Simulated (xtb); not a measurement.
Frequency calculation, with input and output: C₂H₅AlS

C₂H₅AlS, computed with GFN2-xTB (xtb 6.7.1).

The geometry was optimised with GFN2-xTB.

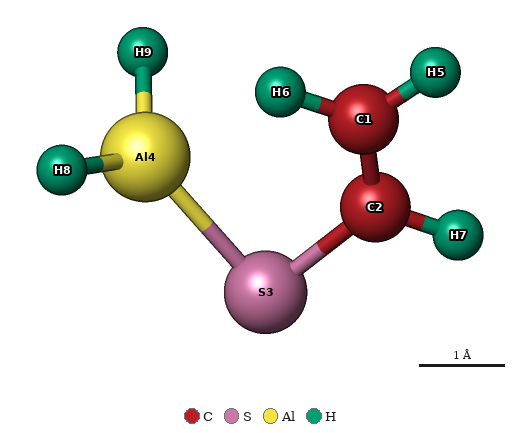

Fig. 1: The input geometry (ball-and-stick view, seen at a tilt; atoms are numbered from 1 in the order of the input). Sticks mark near contacts. Bond lengths as drawn: Al–H 1.54 Å, Al–S 2.20 Å, C–C 1.32 Å, C–H 1.08 to 1.09 Å and C–S 1.77 Å.

### Input file (start.xyz)
```
9
C2H5AlS
C     -0.26632300     1.18105100     0.07394900
C      0.95031700     0.77401400     0.40117400
S      1.46290100    -0.88900500     0.71820800
Al    -0.37630900    -1.56754300    -0.28531900
H     -0.49501500     2.21941900    -0.09284100
H     -1.10441300     0.48348300    -0.01163400
H      1.76468000     1.47444300     0.51697400
H     -1.55671800    -2.16670300     0.50036800
H     -0.37910900    -1.50916000    -1.82087800
```

### File detailed.inp
```
$hess
   sccacc=1
$end
```

Run on 1 thread of Intel Xeon @ 2.50GHz (Skylake/Cascade Lake), 189 GiB of memory available, shared host.

Run as:
```bash
xtb start.xyz --gfn 2 --hess -I detailed.inp --parallel 1 > run.log 2> xtb.err
```

### What the program printed
```
* xtb version 6.7.1
   ID    Z sym.   atoms
    1    6 C      1, 2
    2   16 S      3
    3   13 Al     4
    4    1 H      5-9

           -------------------------------------------------
          |                Calculation Setup                |
           -------------------------------------------------

          program call               : xtb start.xyz --gfn 2 --hess -I detailed.inp --parallel 1
          coordinate file            : start.xyz
          omp threads                :                     1

           -------------------------------------------------
          |                 G F N 2 - x T B                 |
           -------------------------------------------------

      * Hamiltonian:
        H0-scaling (s, p, d)           1.850000    2.230000    2.230000
        zeta-weighting                 0.500000
      * Dispersion:
        s8                             2.700000
        a1                             0.520000
        a2                             5.000000
        s9                             5.000000
      * Repulsion:
        kExp                           1.500000    1.000000
        rExp                           1.000000
      * Coulomb:
        alpha                          2.000000
        third order                    shell-resolved
        anisotropic                    true
        a3                             3.000000
        a5                             4.000000
        cn-shift                       1.200000
        cn-exp                         4.000000
        max-rad                        5.000000

          ...................................................
          :                      SETUP                      :
          :.................................................:
          :  # basis functions                  33          :
          :  # atomic orbitals                  31          :
          :  # shells                           15          :
          :  # electrons                        22          :
          :  max. iterations                   250          :
          :  Hamiltonian                  GFN2-xTB          :
          :  restarted?                      false          :
          :  GBSA solvation                  false          :
          :  PC potential                    false          :
          :  electronic temp.          300.0000000     K    :
          :  accuracy                    1.0000000          :
          :  -> integral cutoff          0.2500000E+02      :
          :  -> integral neglect         0.1000000E-07      :
          :  -> SCF convergence          0.1000000E-05 Eh   :
          :  -> wf. convergence          0.1000000E-03 e    :
          :  Broyden damping             0.4000000          :
          :  net charge                          0          :
          :  unpaired electrons                  0          :
          ...................................................

 iter      E             dE          RMSdq      gap      omega  full diag
   1    -11.1714521 -0.111715E+02  0.137E+01    3.42       0.0  T
   2    -11.2618023 -0.903501E-01  0.119E+01    3.57       1.0  T
   3    -11.2708494 -0.904709E-02  0.485E+00    3.93       1.0  T
   4    -11.2690917  0.175766E-02  0.194E+00    3.72       1.0  T
   5    -11.2734466 -0.435494E-02  0.773E-01    3.81       1.0  T
   6    -11.2738911 -0.444489E-03  0.220E-01    3.83       1.0  T
   7    -11.2740613 -0.170140E-03  0.168E-01    3.82       1.0  T
   8    -11.2741042 -0.429349E-04  0.659E-02    3.82       1.0  T
   9    -11.2741024  0.179498E-05  0.449E-02    3.82       1.0  T
  10    -11.2741050 -0.261714E-05  0.909E-03    3.82       3.7  T
  11    -11.2741051 -0.101511E-06  0.219E-03    3.82      15.2  T
  12    -11.2741051 -0.855048E-08  0.850E-04    3.82      39.2  T
  13    -11.2741051 -0.144638E-08  0.110E-04    3.82     303.6  T

   *** convergence criteria satisfied after 13 iterations ***

         #    Occupation            Energy/Eh            Energy/eV
      -------------------------------------------------------------
         1        2.0000           -0.7162822             -19.4910
       ...           ...                  ...                  ...
         5        2.0000           -0.5134317             -13.9712
         6        2.0000           -0.5114699             -13.9178
         7        2.0000           -0.4716409             -12.8340
         8        2.0000           -0.4637751             -12.6200
         9        2.0000           -0.4210854             -11.4583
        10        2.0000           -0.4021031             -10.9418
        11        2.0000           -0.3919720             -10.6661 (HOMO)
        12                         -0.2515370              -6.8447 (LUMO)
        13                         -0.2242180              -6.1013
        14                         -0.2017814              -5.4908
        15                         -0.1920474              -5.2259
        16                         -0.1708423              -4.6489
       ...                                ...                  ...
        31                          1.0013380              27.2478
      -------------------------------------------------------------
                  HL-Gap            0.1404350 Eh            3.8214 eV
             Fermi-level           -0.3217545 Eh           -8.7554 eV

 SCC (total)                   0 d,  0 h,  0 min,  0.041 sec
 SCC setup                      ...        0 min,  0.000 sec (  0.359%)
 Dispersion                     ...        0 min,  0.000 sec (  0.189%)
 classical contributions        ...        0 min,  0.000 sec (  0.067%)
 integral evaluation            ...        0 min,  0.011 sec ( 26.432%)
 iterations                     ...        0 min,  0.017 sec ( 41.273%)
 molecular gradient             ...        0 min,  0.007 sec ( 16.626%)
 printout                       ...        0 min,  0.006 sec ( 14.969%)

         :::::::::::::::::::::::::::::::::::::::::::::::::::::
         ::                     SUMMARY                     ::
         :::::::::::::::::::::::::::::::::::::::::::::::::::::
         :: total energy             -11.135723695519 Eh    ::
         :: gradient norm              0.000166754600 Eh/a0 ::
         :: HOMO-LUMO gap              3.821430060008 eV    ::
         ::.................................................::
         :: SCC energy               -11.274101484584 Eh    ::
         :: -> isotropic ES            0.031283017458 Eh    ::
         :: -> anisotropic ES          0.004370971740 Eh    ::
         :: -> anisotropic XC          0.001101224759 Eh    ::
         :: -> dispersion             -0.006004656767 Eh    ::
         :: repulsion energy           0.138377789065 Eh    ::
         :: add. restraining           0.000000000000 Eh    ::
         :: total charge               0.000000000000 e     ::
         :::::::::::::::::::::::::::::::::::::::::::::::::::::

           -------------------------------------------------
          |                Numerical Hessian                |
           -------------------------------------------------
step length          :   0.00500
SCC accuracy         :   1.00000
Hessian scale factor :   1.00000
frozen atoms in %    :   0.00000    0
RMS gradient         :   0.00017
estimated CPU  time      0.01 min

writing file <hessian>.

 projected vibrational frequencies (cm⁻¹)
eigval :       -0.00    -0.00    -0.00     0.00     0.00     0.00
eigval :       54.72   115.82   207.91   360.91   394.22   503.72
eigval :      516.27   550.86   684.28   746.60   813.61   952.89
eigval :      983.44  1216.71  1351.18  1622.59  1811.03  1829.50
eigval :     2886.88  3071.57  3115.00
           -------------------------------------------------
          |                Property Printout                |
           -------------------------------------------------

    * Orbital Energies and Occupations

         #    Occupation            Energy/Eh            Energy/eV
      -------------------------------------------------------------
         1        2.0000           -0.7162820             -19.4910
         2        2.0000           -0.6491231             -17.6635
         3        2.0000           -0.5848992             -15.9159
         4        2.0000           -0.5434106             -14.7870
         5        2.0000           -0.5134315             -13.9712
         6        2.0000           -0.5114699             -13.9178
         7        2.0000           -0.4716408             -12.8340
         8        2.0000           -0.4637751             -12.6200
         9        2.0000           -0.4210854             -11.4583
        10        2.0000           -0.4021029             -10.9418
        11        2.0000           -0.3919718             -10.6661 (HOMO)
        12                         -0.2515369              -6.8447 (LUMO)
        13                         -0.2242177              -6.1013
        14                         -0.2017812              -5.4907
        15                         -0.1920471              -5.2259
        16                         -0.1708420              -4.6488
        17                         -0.1448163              -3.9407
        18                         -0.1367967              -3.7224
        19                         -0.0622276              -1.6933
        20                          0.0022998               0.0626
        21                          0.0364027               0.9906
        22                          0.0586575               1.5962
       ...                                ...                  ...
        31                          1.0013382              27.2478
      -------------------------------------------------------------
                  HL-Gap            0.1404349 Eh            3.8214 eV
             Fermi-level           -0.3217544 Eh           -8.7554 eV

     #   Z          covCN         q      C6AA      α(0)
     1   6 C        2.971    -0.096    30.406     9.045
     2   6 C        2.986     0.026    27.412     8.588
     3  16 S        1.843    -0.228   150.801    20.669
     4  13 Al       2.890     0.421    92.262    19.576
     5   1 H        0.926     0.066     2.128     2.281
     6   1 H        0.993     0.056     2.235     2.336
     7   1 H        0.926     0.076     2.026     2.226
     8   1 H        0.883    -0.159     8.171     4.475
     9   1 H        0.883    -0.162     8.363     4.527

 Mol. C6AA /au·bohr⁶  :       1805.517039
 Mol. C8AA /au·bohr⁸  :      73394.964642
 Mol. α(0) /au        :         73.722126

Wiberg/Mayer (AO) data.
largest (>0.10) Wiberg bond orders for each atom

 ---------------------------------------------------------------------------
     #   Z sym  total        # sym  WBO       # sym  WBO       # sym  WBO
 ---------------------------------------------------------------------------
     1   6 C    3.982 --     2 C    1.885     5 H    0.961     6 H    0.885
                             4 Al   0.125     3 S    0.114
     2   6 C    3.974 --     1 C    1.885     3 S    1.028     7 H    0.958
     3  16 S    2.364 --     4 Al   1.103     2 C    1.028     1 C    0.114
     4  13 Al   3.197 --     3 S    1.103     8 H    0.883     9 H    0.883
                             1 C    0.125
     5   1 H    0.996 --     1 C    0.961
     6   1 H    0.997 --     1 C    0.885
     7   1 H    0.994 --     2 C    0.958
     8   1 H    0.975 --     4 Al   0.883
     9   1 H    0.974 --     4 Al   0.883
 ---------------------------------------------------------------------------

Topologies differ in total number of bonds
Writing topology from bond orders to xtbtopo.mol

molecular dipole:
                 x           y           z       tot (Debye)
 q only:       -0.180       0.613      -0.061
   full:       -0.502       0.665      -0.212       2.186
molecular quadrupole (traceless):
                xx          xy          yy          xz          yz          zz
 q only:       -0.871       0.323       2.473      -0.527       0.556      -1.602
  q+dip:       -1.263       1.862       3.054      -1.739       0.716      -1.791
Molecule has no symmetry elements
It seems to be the C1 point group
   full:       -2.750       0.076       6.722      -0.877       1.757      -3.972

           -------------------------------------------------
          |               Frequency Printout                |
           -------------------------------------------------
 projected vibrational frequencies (cm⁻¹)
eigval :       -0.00    -0.00    -0.00     0.00     0.00     0.00
eigval :       54.72   115.82   207.91   360.91   394.22   503.72
eigval :      516.27   550.86   684.28   746.60   813.61   952.89
eigval :      983.44  1216.71  1351.18  1622.59  1811.03  1829.50
eigval :     2886.88  3071.57  3115.00
 reduced masses (amu)
   1: 15.33   2: 14.15   3: 25.40   4: 25.52   5: 23.10   6: 23.36   7: 10.76   8: 15.53
   9:  2.81  10: 13.38  11:  4.76  12: 23.54  13:  5.88  14:  5.96  15: 13.86  16:  5.35
  17:  3.74  18:  2.02  19:  4.58  20:  2.69  21:  2.17  22: 11.16  23:  1.56  24:  2.29
  25:  1.75  26:  1.82  27:  1.86
 IR intensities (km·mol⁻¹)
   1:  1.53   2:  1.29   3:  0.23   4:  0.28   5:  0.19   6:  0.01   7:  0.52   8:  3.05
   9:  2.48  10: 13.17  11: 64.59  12: 11.20  13:220.90  14:  3.17  15: 76.88  16:429.23
  17: 19.53  18: 15.55  19: 12.48  20: 11.13  21:  5.98  22: 56.45  23:174.70  24:368.04
  25:126.28  26:  1.72  27:  7.15
 Raman intensities (Ä⁴*amu⁻¹)
   1:  0.00   2:  0.00   3:  0.00   4:  0.00   5:  0.00   6:  0.00   7:  0.00   8:  0.00
   9:  0.00  10:  0.00  11:  0.00  12:  0.00  13:  0.00  14:  0.00  15:  0.00  16:  0.00
  17:  0.00  18:  0.00  19:  0.00  20:  0.00  21:  0.00  22:  0.00  23:  0.00  24:  0.00
  25:  0.00  26:  0.00  27:  0.00
 output can be read by thermo (or use thermo option).
 writing <g98.out> molden fake output.
 recommended (thermochemical) frequency scaling factor: 1.0
           -------------------------------------------------
          |             Thermodynamic Functions             |
           -------------------------------------------------

c1  symmetry found (for desy threshold:  0.10E+00) used in thermo

          ...................................................
          :                      SETUP                      :
          :.................................................:
          :  # frequencies                          21      :
          :  # imaginary freq.                       0      :
          :  linear?                             false      :
          :  only rotor calc.                    false      :
          :  symmetry                               c1      :
          :  rotational number                       1      :
          :  scaling factor                  1.0000000      :
          :  rotor cutoff                   50.0000000 cm⁻¹ :
          :  imag. cutoff                  -20.0000000 cm⁻¹ :
          :.................................................:

    mode    ω/cm⁻¹     T·S(HO)/kcal·mol⁻¹    T·S(FR)/kcal·mol⁻¹   T·S(vib)
   ------------------------------------------------------------------------
       1     54.72    -1.38318 ( 58.92%)    -1.02915 ( 41.08%)    -1.23773
       2    115.82    -0.94481 ( 96.64%)    -0.80737 (  3.36%)    -0.94020
       3    207.91    -0.61478 ( 99.67%)    -0.63420 (  0.33%)    -0.61484
   ------------------------------------------------------------------------

   temp. (K)  partition function   enthalpy   heat capacity  entropy
                                   cal/mol     cal/K/mol   cal/K/mol   J/K/mol
 298.15  VIB   32.5                 2364.599     15.405     14.344
         ROT  0.104E+06              888.752      2.981     25.943
         INT  0.338E+07             3253.351     18.386     40.287
         TR   0.800E+27             1481.254      4.968     39.323
         TOT                        4734.6050    23.3540    79.6097   333.0868

       T/K    H(0)-H(T)+PV         H(T)/Eh          T*S/Eh         G(T)/Eh
   ------------------------------------------------------------------------
    298.15    0.754507E-02    0.617421E-01    0.378251E-01    0.239169E-01
   ------------------------------------------------------------------------

         :::::::::::::::::::::::::::::::::::::::::::::::::::::
         ::                  THERMODYNAMIC                  ::
         :::::::::::::::::::::::::::::::::::::::::::::::::::::
         :: total free energy         -11.111806752738 Eh   ::
         ::.................................................::
         :: total energy              -11.135723695526 Eh   ::
         :: zero point energy           0.054196983854 Eh   ::
         :: G(RRHO) w/o ZPVE           -0.030280041066 Eh   ::
         :: G(RRHO) contrib.            0.023916942788 Eh   ::
         :::::::::::::::::::::::::::::::::::::::::::::::::::::

           -------------------------------------------------
          | TOTAL ENERGY              -11.135723695526 Eh   |
          | TOTAL ENTHALPY            -11.073981638261 Eh   |
          | TOTAL FREE ENERGY         -11.111806752738 Eh   |
          | GRADIENT NORM               0.000166745336 Eh/α |
          | HOMO-LUMO GAP               3.821428906756 eV   |
           -------------------------------------------------

------------------------------------------------------------------------
------------------------------------------------------------------------
 total:
 *  cpu-time:     0 d,  0 h,  0 min,  0.720 sec
 * ratio c/w:     0.466 speedup
 SCF:
 *  cpu-time:     0 d,  0 h,  0 min,  0.015 sec
 * ratio c/w:     0.368 speedup
 analytical hessian:
 *  cpu-time:     0 d,  0 h,  0 min,  0.675 sec
 * ratio c/w:     0.473 speedup
```

### Standard error
```
normal termination of xtb
```

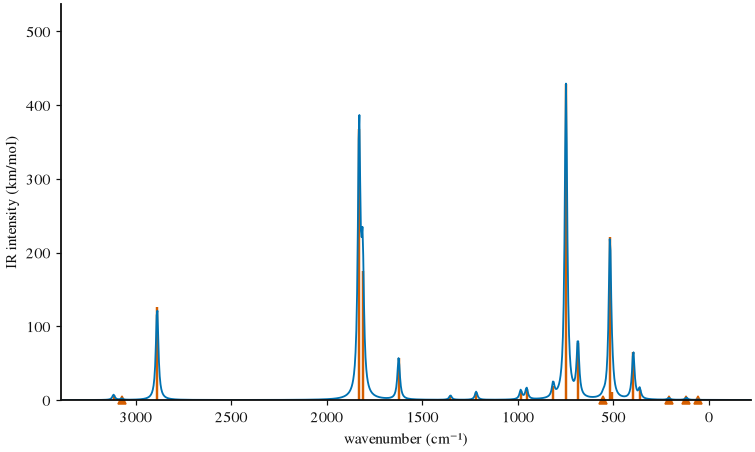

Fig. 2: Harmonic infrared spectrum, unscaled: sticks (degenerate modes added up, dark ones marked on the axis) with a Lorentzian envelope of 16 cm⁻¹ full width, scaled to the tallest stick. 21 modes from 55 to 3115 cm⁻¹, none imaginary. The strongest line is at 747 cm⁻¹ (429 km/mol).

### Summary

| quantity | value |
| --- | --- |
| outcome | converged |
| electrons treated | 22 |
| total energy | −11.135724 hartree |
| dispersion energy | −0.006005 hartree |
| basis functions | 33 |
| HOMO | −10.67 eV |
| LUMO | −6.84 eV |
| zero-point energy | 0.054197 hartree |
| dipole moment | 2.19 D |
| wavenumbers, lowest and highest | 55 and 3115 cm⁻¹ |
| wall time | 1.7 s |
| peak memory | 0.071 GiB |

### Notes

Settings chosen away from the usual ones: method = gfn2-xtb; task = frequencies; x = {"hess_scc_accuracy": 1}; geo = {"prev": "A"}.
